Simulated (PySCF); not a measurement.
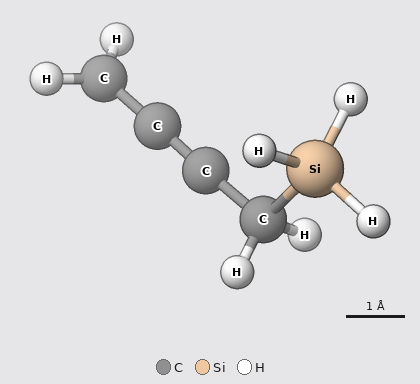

*The structure as given in the input (ball-and-stick view, seen at a tilt).*

Bond lengths as drawn: C–C 1.22 to 1.43 Å, C–H 1.08 to 1.09 Å, C–Si 1.92 Å and H–Si 1.46 to 1.47 Å.

## EPR calculation, with input and output: C$_{4}$H$_{7}$Si

System: C$_{4}$H$_{7}$Si, multiplicity 2.
Method: UKS B3LYP, pcH-1 on C H Si, non-relativistic, mean-field spin-orbit, GIAO (PySCF 2.14.0).

It belongs to a series of runs on one base structure; here: X = H replaced by CH2SiH3.

Log:
```
UKS, coarse grid
  cycle   1  E = -446.01006552  |g| = 2.74e-01
  cycle   2  E = -446.00680745  |g| = 2.80e-01
  cycle   3  E = -446.04762476  |g| = 7.07e-02
  cycle   4  E = -446.04906936  |g| = 4.74e-02
  cycle   5  E = -446.05025717  |g| = 9.73e-03
  cycle   6  E = -446.05032663  |g| = 5.17e-03
  cycle   7  E = -446.05035207  |g| = 1.68e-03
  cycle   8  E = -446.05035666  |g| = 8.26e-04
UKS, final grid
  cycle   1  E = -446.05034173  |g| = 9.48e-04
  cycle   2  E = -446.05034159  |g| = 1.23e-03
  cycle   3  E = -446.05034233  |g| = 1.71e-04
  cycle   4  E = -446.05034236  |g| = 1.63e-04
  cycle   5  E = -446.05034240  |g| = 8.19e-05
  cycle   6  E = -446.05034241  |g| = 8.08e-06
E = -446.05034241 Eh   <S^2> = 0.7671 (exact 0.7500)
g shifts (ppm)      1          2          3
  rmc          -145       -145       -145
  gc             -4         20         35
  oz_so         -45        779        908
  total        -194        653        798
hyperfine (MHz)  atom isotope    a_iso     a_fc   dipolar eigenvalues
    0   13C      61.09      61.17    -58.78    -57.72    116.50
    1   13C     -62.85     -62.88    -18.48     -2.48     20.95
    2   13C      43.70      43.75    -44.43    -33.82     78.24
    3   13C     -17.01     -17.02     -2.25     -0.33      2.58
    4  29Si     -72.71     -72.78    -11.45      5.27      6.19
    5    1H     -51.00     -51.01    -27.38     -0.60     27.98
    6    1H     -51.02     -51.02    -27.39     -0.59     27.98
    7    1H      29.44      29.44     -2.75     -2.18      4.94
    8    1H      29.50      29.50     -2.75     -2.18      4.93
    9    1H      -1.87      -1.87     -1.77     -0.81      2.59
   10    1H      -1.89      -1.89     -1.79     -0.81      2.60
   11    1H      16.00      16.00     -1.28     -0.64      1.92
```

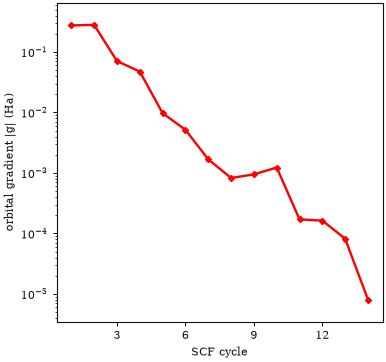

*Convergence of the self-consistent field: orbital gradient |g| against the SCF cycle.*

All cycles printed in the log are drawn one after another.

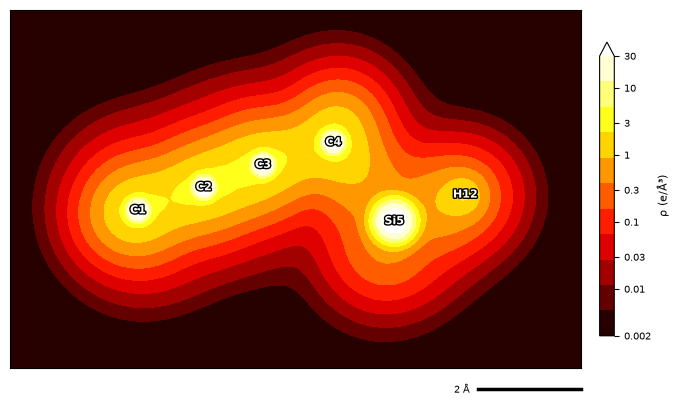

*Total electron density on the plane of atoms C3, C4 and Si5.*

C–C (1.22 Å): ρ is about 2.6 e/Å³ halfway. C–C (1.35 Å): ρ at the midpoint is about 2.2 e/Å³.

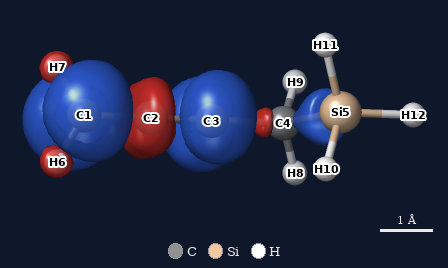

*Isosurfaces of the spin density at +0.02 (blue) and −0.02 e/Å³ (red), seen from the side.*

The unpaired spin (1 electron) lies mostly on C1 (about 0.5) and C3 (about 0.3), in electrons by Hirshfeld's partition.

The run was set up as follows.

The input:
```
{"job": {"kind": "epr", "basis": "pcH-1"}, "charge": 0, "multiplicity": 2}
C      2.860878     0.055624     0.700684
C      1.631453     0.215709     0.169057
C      0.527447     0.382611    -0.333641
C     -0.791034     0.529695    -0.868697
Si    -2.034309    -0.550252     0.127526
H      3.205845     0.697267     1.491687
H      3.519246    -0.717216     0.346260
H     -1.100381     1.576595    -0.817637
H     -0.806217     0.222754    -1.917469
H     -2.033213    -0.101692     1.518697
H     -1.619464    -1.948440     0.028392
H     -3.359053    -0.363340    -0.470886
```

The first line tells a small driver script what to run in PySCF; the rest is the geometry in Å.

Launch command:
```bash
OMP_NUM_THREADS=1 python <driver script> task.json out
```

Results in brief:

```csv
quantity,value
outcome,converged
total energy,−446.050342 hartree
⟨S²⟩,0.767
isotropic g,2.0027
hardware,"1 CPU thread, shared host"
wall time,30 s
peak memory,0.69 GiB
```
